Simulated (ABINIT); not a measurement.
**A GW run on InP (F-43m) in ABINIT, with inputs changed**

What do changed inputs do to GW on InP (F-43m)?

Calculated with ABINIT 10.8.3; PBE and many-body steps on it, plane waves.

The database entry behind the starting cell differs from later determinations by our own check (0.1 to 0.3 % short, probably kX units), so it need not match the best structure at ambient conditions.

## Step 1: The structure

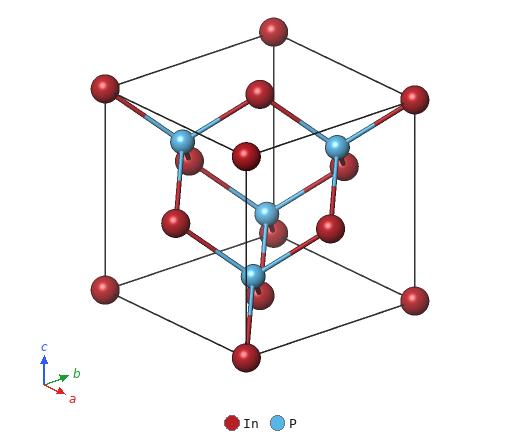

The starting structure, seen from a free direction (indium red, phosphorus blue). This picture shows the conventional cell, with its axes. Bonds to atoms that aren't drawn are left out. Some periodic images of atoms are drawn too.

The cell and positions come from the Crystallography Open Database and are kept as given unless a step says otherwise.

## Step 2: Screening, 4×4×4 mesh, 163 bands, screening to 190.5 eV

This step: ABINIT 10.8.3; RPA screening on PBE, plane waves, norm-conserving pseudopotentials.

The RPA dielectric matrix is built and inverted for each q.

run.abi

```
acell 3*1.0 Angstrom
rprim 
  -0.000000000000 2.930500000000 2.930500000000
  2.930500000000 -0.000000000000 2.930500000000
  2.930500000000 2.930500000000 -0.000000000000
ntypat 2
znucl 49 15
natom 2
typat 1 2
xred 
  0.000000000000 0.000000000000 0.000000000000
  0.250000000000 0.250000000000 0.250000000000
pp_dirpath "pseudos"
pseudos "In.upf, P.upf"
ecut 33
ngkpt 4 4 4
nshiftk 1
shiftk 0 0 0
kptopt 1
chksymbreak 0
istwfk *1
occopt 1
irdwfk 1
optdriver 3
nband 163
ecuteps 7
inclvkb 2
awtr 1
symchi 1
indata_prefix "in"
outdata_prefix "out"
tmpdata_prefix "tmp"
```

Started as:

```
$ OMP_NUM_THREADS=1 mpirun -n 8 abinit run.abi > log
```

The program printed:

```text
.Version 10.8.3 of ABINIT. v10.8.2 released Aug 2026.

 Symmetries : space group F-4 3 m (#216); Bravais cF (face-center cubic)
[... echo of the input left out ...]
== DATASET  1 ==================================================================
-   mpi_nproc: 8, omp_nthreads: 1 (-1 if OMP is not activated)

--- !DatasetInfo
iteration_state: {dtset: 1, }
dimensions: {natom: 2, nkpt: 8, mband: 163, nsppol: 1, nspinor: 1, nspden: 1, mpw: 3119, }
cutoff_energies: {ecut:  33.0, pawecutdg:  -1.0, }
electrons: {nelect:   2.60000000E+01, charge:   0.00000000E+00, occopt:   1.00000000E+00, tsmear:   1.00000000E-02, }

 SCREENING: Calculation of the susceptibility and dielectric matrices

 Based on a program developped by R.W. Godby, V. Olevano, G. Onida, and L. Reining.
 Incorporated in ABINIT by V. Olevano, G.-M. Rignanese, and M. Torrent.
.Using double precision arithmetic ; gwpc =  8

[... cell and pseudopotentials left out ...]
--------------------------------------------------------------------------------

 ==== K-mesh for the wavefunctions ====
 Number of points in the irreducible wedge :     8
[... list of points left out ...]
 Together with 24 symmetry operations and time-reversal symmetry
 yields    64 points in the full Brillouin Zone.

 ==== Q-mesh for the screening function ====
 Number of points in the irreducible wedge :     8
[... list of points left out ...]
 Together with 24 symmetry operations and time-reversal symmetry
 yields    64 points in the full Brillouin Zone.

 setmesh: FFT mesh size selected  =    30x   30x   30
          total number of points  =        27000

 vcoul_init : cutoff-mode = AUXILIARY_FUNCTION
 q-points for optical limit:   1
     1)      0.000010    0.000020    0.000030

- screening: taking advantage of time-reversal symmetry
- Maximum band index for partially occupied states nbvw = 13
- Remaining bands to be divided among processors   nbcw = 150
- Number of bands treated by each node ~18

 Number of electrons calculated from density =   26.0000; Expected =   26.0000
 average of density, n =  0.076546
 r_s =    1.4610
 omega_plasma =   26.6880 [eV]

 calculating chi0 at frequencies [eV] :
  1    0.000000E+00    0.000000E+00
  2    0.000000E+00    2.668802E+01

--------------------------------------------------------------------------------
  q-point number  1        q = ( 0.000000, 0.000000, 0.000000) [r.l.u.]
--------------------------------------------------------------------------------
[... chi0 elements left out ...]
 For q-point:  0.000010 0.000020 0.000030
  dielectric constant =  44.4645
  dielectric constant without local fields =  46.9378

  Average fulfillment of the sum rule on Im[epsilon] for q-point    1 :     74.08  [%]
[... wings left out ...]
  q-point number  2        q = ( 0.250000, 0.000000, 0.000000) [r.l.u.]
--------------------------------------------------------------------------------
[... chi0 elements left out ...]
  Average fulfillment of the sum rule on Im[epsilon] for q-point    2 :     84.15  [%]

 [... 6 further q-points ...]
```

The job ended after 48 s (8 MPI ranks of Arm Neoverse V1, shared host; peak memory 1.6 GiB).

This step gave:

* ε∞ with local fields, on this mesh, along the program's q direction: 44.46
* the same without local fields: 46.94
* plasma frequency: 26.69 eV
* plane waves in the screening matrix: 307

Local fields lower ε∞ by 5 %. On a Γ-centred mesh this coarse the value itself is usually too large, while a short band sum pulls it down.

## Step 3: Base

The self-energy is evaluated for the states that the input lists, and the levels follow from it, in one-shot runs by the linearised quasiparticle equation.

This step: G0W0 on PBE, plane waves, norm-conserving pseudopotentials.

Changes to run.abi since step 2:

```diff
@@ -23,8 +23,15 @@
 irdwfk 1
-optdriver 3
+optdriver 4
 nband 163
+gwcalctyp 0
+ecutsigx 33
+symsigma 1
+nkptgw 1
+kptgw 
+  0.0000000000 0.0000000000 0.0000000000
+bdgw 
+  11 17
 ecuteps 7
-inclvkb 2
-awtr 1
-symchi 1
+irdscr 1
+ppmodel 1
 indata_prefix "in"
```

The program printed:

```text
.Version 10.8.3 of ABINIT. v10.8.2 released Aug 2026.

 Symmetries : space group F-4 3 m (#216); Bravais cF (face-center cubic)
[... echo of the input left out ...]
== DATASET  1 ==================================================================
-   mpi_nproc: 8, omp_nthreads: 1 (-1 if OMP is not activated)

--- !DatasetInfo
iteration_state: {dtset: 1, }
dimensions: {natom: 2, nkpt: 8, mband: 163, nsppol: 1, nspinor: 1, nspden: 1, mpw: 3119, }
cutoff_energies: {ecut:  33.0, pawecutdg:  -1.0, }
electrons: {nelect:   2.60000000E+01, charge:   0.00000000E+00, occopt:   1.00000000E+00, tsmear:   1.00000000E-02, }

 SIGMA: Calculation of the GW corrections

 Based on a program developped by R.W. Godby, V. Olevano, G. Onida, and L. Reining.
 Incorporated in ABINIT by V. Olevano, G.-M. Rignanese, and M. Torrent.
.Using double precision arithmetic ; gwpc =  8

[... cell and pseudopotentials left out ...]
--------------------------------------------------------------------------------

 ==== K-mesh for the wavefunctions ====
 Number of points in the irreducible wedge :     8
[... list of points left out ...]
 Together with 24 symmetry operations and time-reversal symmetry
 yields    64 points in the full Brillouin Zone.

 ==== Q-mesh for screening function ====
 Number of points in the irreducible wedge :     8
[... list of points left out ...]
 Together with 24 symmetry operations and time-reversal symmetry
 yields    64 points in the full Brillouin Zone.

 vcoul_init : cutoff-mode = AUXILIARY_FUNCTION
 q-points for optical limit:   1
     1)      0.000010    0.000020    0.000030
 setmesh: FFT mesh size selected  =    45x   45x   45
          total number of points  =        91125

 Number of electrons calculated from density =   26.0000; Expected =   26.0000
 average of density, n =  0.076546
 r_s =    1.4610
 omega_plasma =   26.6880 [eV]

 === KS Band Gaps ===
  >>>> For spin  1
   Minimum direct gap =   0.7091 [eV], located at k-point      :   0.0000  0.0000  0.0000
   Fundamental gap    =   0.7091 [eV], Top of valence bands at :   0.0000  0.0000  0.0000
                                       Bottom of conduction at :   0.0000  0.0000  0.0000
 SIGMA fundamental parameters:
 PLASMON POLE MODEL  1
 number of plane-waves for SigmaX                 3119
 number of plane-waves for SigmaC and W            307
 number of plane-waves for wavefunctions          3119
 number of bands                                   163
 number of independent spin polarizations            1
 number of spinorial components                      1
 number of k-points in IBZ                           8
 number of q-points in IBZ                           8
 number of symmetry operations                      24
 number of k-points in BZ                           64
 number of q-points in BZ                           64
 number of frequencies for dSigma/dE                 9
 frequency step for dSigma/dE [eV]                0.25
 number of omega for Sigma on real axis              0
 max omega for Sigma on real axis  [eV]           0.00
 zcut for avoiding poles [eV]                     0.10

 EPSILON^-1 parameters (SCR file):
 dimension of the eps^-1 matrix on file            307
 dimension of the eps^-1 matrix used               307
 number of plane-waves for wavefunctions          3119
 number of bands                                   163
 number of q-points in IBZ                           8
 number of frequencies                               2
 number of real frequencies                          1
 number of imag frequencies                          1

 matrix elements of self-energy operator (all in [eV])

 Perturbative Calculation

--- !SelfEnergy_ee
iteration_state: {dtset: 1, }
kpoint     : [   0.000,    0.000,    0.000, ]
spin       : 1
KS_gap     :    0.709
QP_gap     :    1.372
Delta_QP_KS:    0.663
data: !SigmaeeData |
     Band     E0 <VxcDFT>   SigX SigC(E0)      Z dSigC/dE  Sig(E)    E-E0       E
       11   4.964 -12.923 -14.819   1.089   0.776  -0.288 -13.550  -0.627   4.337
       12   4.964 -12.923 -14.819   1.089   0.776  -0.288 -13.550  -0.627   4.337
       13   4.964 -12.923 -14.819   1.089   0.776  -0.288 -13.550  -0.627   4.337
       14   5.673 -11.725  -7.716  -3.964   0.791  -0.265 -11.689   0.036   5.709
       15   9.052 -10.790  -6.317  -4.313   0.795  -0.258 -10.663   0.127   9.179
       16   9.052 -10.790  -6.317  -4.313   0.795  -0.258 -10.663   0.127   9.179
       17   9.052 -10.790  -6.317  -4.313   0.795  -0.258 -10.663   0.127   9.179

== END DATASET(S) ==============================================================
================================================================================

 -outvars: echo values of variables after computation  --------
           etotal      0.0000000000E+00
            nband         163
             nkpt           8
          spgroup         216
 [... the other variables as echoed above ...]

 Calculation completed.
```

Wall time 8.6 s (8 MPI ranks); peak memory 1.4 GiB; 66 s of CPU time.

This step gave:

| Quantity | Value |
| --- | --- |
| G0W0 gap on the points computed | 1.372 eV |
| starting gap on the mesh | 0.7091 eV |
| k of the valence top | 0, 0, 0 |
| k of the conduction bottom | 0, 0, 0 |
| Z at the valence top | 0.776 |
| Z at the conduction bottom | 0.791 |
| least direct G0W0 gap on the computed points | 1.372 eV |

The gap on the mesh goes from 0.71 eV to 1.37 eV, a correction of +0.66 eV.

## Step 4: Coulomb singularity

Changes to run.abi since step 3:

```diff
@@ -36,2 +36,3 @@
 ppmodel 1
+gw_icutcoul 7
 indata_prefix "in"
```

The program printed:

```text
.Version 10.8.3 of ABINIT. v10.8.2 released Aug 2026.

 Symmetries : space group F-4 3 m (#216); Bravais cF (face-center cubic)
[... echo of the input left out ...]
== DATASET  1 ==================================================================
-   mpi_nproc: 8, omp_nthreads: 1 (-1 if OMP is not activated)

--- !DatasetInfo
iteration_state: {dtset: 1, }
dimensions: {natom: 2, nkpt: 8, mband: 163, nsppol: 1, nspinor: 1, nspden: 1, mpw: 3119, }
cutoff_energies: {ecut:  33.0, pawecutdg:  -1.0, }
electrons: {nelect:   2.60000000E+01, charge:   0.00000000E+00, occopt:   1.00000000E+00, tsmear:   1.00000000E-02, }

 SIGMA: Calculation of the GW corrections

 Based on a program developped by R.W. Godby, V. Olevano, G. Onida, and L. Reining.
 Incorporated in ABINIT by V. Olevano, G.-M. Rignanese, and M. Torrent.
.Using double precision arithmetic ; gwpc =  8

[... cell and pseudopotentials left out ...]
--------------------------------------------------------------------------------

 ==== K-mesh for the wavefunctions ====
 Number of points in the irreducible wedge :     8
[... list of points left out ...]
 Together with 24 symmetry operations and time-reversal symmetry
 yields    64 points in the full Brillouin Zone.

 ==== Q-mesh for screening function ====
 Number of points in the irreducible wedge :     8
[... list of points left out ...]
 Together with 24 symmetry operations and time-reversal symmetry
 yields    64 points in the full Brillouin Zone.

 vcoul_init : cutoff-mode = AUX_GB
 q-points for optical limit:   1
     1)      0.000010    0.000020    0.000030
 setmesh: FFT mesh size selected  =    45x   45x   45
          total number of points  =        91125

 Number of electrons calculated from density =   26.0000; Expected =   26.0000
[...]
number of q-points in BZ                           64
 number of frequencies for dSigma/dE                 9
 frequency step for dSigma/dE [eV]                0.25
 number of omega for Sigma on real axis              0
 max omega for Sigma on real axis  [eV]           0.00
 zcut for avoiding poles [eV]                     0.10

 EPSILON^-1 parameters (SCR file):
 dimension of the eps^-1 matrix on file            307
 dimension of the eps^-1 matrix used               307
 number of plane-waves for wavefunctions          3119
 number of bands                                   163
 number of q-points in IBZ                           8
 number of frequencies                               2
 number of real frequencies                          1
 number of imag frequencies                          1

 matrix elements of self-energy operator (all in [eV])

 Perturbative Calculation

--- !SelfEnergy_ee
iteration_state: {dtset: 1, }
kpoint     : [   0.000,    0.000,    0.000, ]
spin       : 1
KS_gap     :    0.709
QP_gap     :    1.371
Delta_QP_KS:    0.662
data: !SigmaeeData |
     Band     E0 <VxcDFT>   SigX SigC(E0)      Z dSigC/dE  Sig(E)    E-E0       E
       11   4.964 -12.923 -14.859   1.108   0.775  -0.290 -13.565  -0.642   4.322
       12   4.964 -12.923 -14.859   1.108   0.775  -0.290 -13.565  -0.642   4.322
       13   4.964 -12.923 -14.859   1.108   0.775  -0.290 -13.565  -0.642   4.322
       14   5.673 -11.725  -7.716  -3.983   0.790  -0.266 -11.705   0.020   5.694
       15   9.052 -10.790  -6.317  -4.333   0.794  -0.260 -10.679   0.111   9.163
       16   9.052 -10.790  -6.317  -4.333   0.794  -0.260 -10.679   0.111   9.163
       17   9.052 -10.790  -6.317  -4.333   0.794  -0.260 -10.679   0.111   9.163

== END DATASET(S) ==============================================================
================================================================================

 -outvars: echo values of variables after computation  --------
           etotal      0.0000000000E+00
            nband         163
             nkpt           8
          spgroup         216
 [... the other variables as echoed above ...]

 Calculation completed.
```

The job ended after 8.5 s (8 MPI ranks; peak memory 1.4 GiB).

This step gave:

```yaml
g0w0_gap_on_the_points_computed: 1.372 eV
starting_gap_on_the_mesh: 0.7091 eV
k_of_the_valence_top: 0, 0, 0
k_of_the_conduction_bottom: 0, 0, 0
z_at_the_valence_top: 0.775
z_at_the_conduction_bottom: 0.79
least_direct_g0w0_gap_on_the_computed_points: 1.372 eV
```

Against G0W0 in ABINIT (4×4×4 mesh, 163 bands, screening to 190.5 eV, Godby-Needs plasmon pole), the gap moves by +0.000 eV.

## Step 5: The runs together

Times are wall times on 8 MPI ranks of Arm Neoverse V1, shared host, good to a factor of about two. A run's time includes the screening step that it read.

```csv
run,mesh,bands,screening cutoff (eV),DFT gap (eV),gap on the mesh (eV),direct (eV),ε∞ used,time
base,4×4×4,163,190.5,0.709,1.372,1.372,44.46,57 s
Coulomb singularity,4×4×4,163,190.5,0.709,1.372,1.372,44.46,57 s
```

## Step 6: Results

| Property | Result |
| --- | --- |
| base | 1.372 eV |
| Coulomb singularity | 1.372 eV |
| known limits | not at the basis limit; mesh may overstate the screening; no spin-orbit coupling; coarse k mesh |

What this shows: Coulomb singularity: no change against base (keys changed: gw_icutcoul). Bands and cutoff are finite, so the gap is not at the basis limit. The miss can reach some tenths of an eV and take either sign; the mesh is an error of its own. In the G0W0 runs levels were corrected at 1 k point alone, so a gap called «on the mesh» is the least over those, and an edge elsewhere would be missed. The 4×4×4 mesh is coarse for this cell, which bears on the long-range parts of exchange and screening. The RPA ε∞ on this mesh reaches over 25; with a narrow direct gap a coarse mesh can overstate it, and the correction is then too small. The many-body steps are scalar-relativistic: spin-orbit coupling is not in them.

[Paths, hosts, dates, memory and timing lines, banners, echoed tables and standing remarks are left out of the program output.]

[Logs are printed without paths, hosts, clocks, repeated set-up lines and the standing remarks that a program may print on its own settings, such as how far it seeks lower states.]

[Runs of the session that timed out or met a known fault of the program may be left out.]

[Hosts, paths, dates, database ids (printed as entryN), source tags and the programs' standing remarks are cut or masked in the printed files.]

[G0W0 gaps are taken among the corrected bands and points alone; a level outside them can change the order at an edge.]

[Where Ansatz stands beside ABINIT at settings called matched, ABINIT's density can come from a denser mesh and the files from another edition; pairs whose starting gaps differed by over 0.03 eV were left out, so agreement reads better than it is.]
